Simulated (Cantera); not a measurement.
Input: 1 mol NH₃, 0.12 mol O₂, at 10.0 mbar.

Cantera equilibrium calculation (NASA polynomials, part measured and part estimated; ideal gas, pure solids and liquids). Candidate condensed phases: H₂O; 24 gas species. Kinetics and transport are ignored.

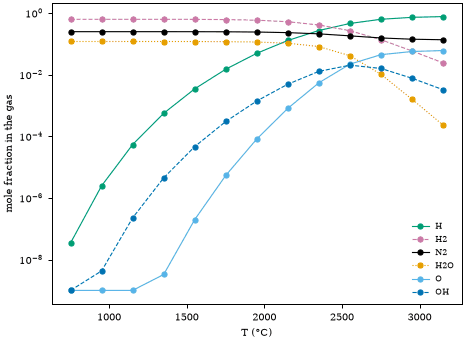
Figure: Equilibrium gas composition (values under 1e-9 drawn at 1e-9)

### Question
Read off the mole fractions at 752 °C.

### Answer
H₂ about 0.63, N₂ about 0.25, H₂O about 0.12, H about 3.5e-8.
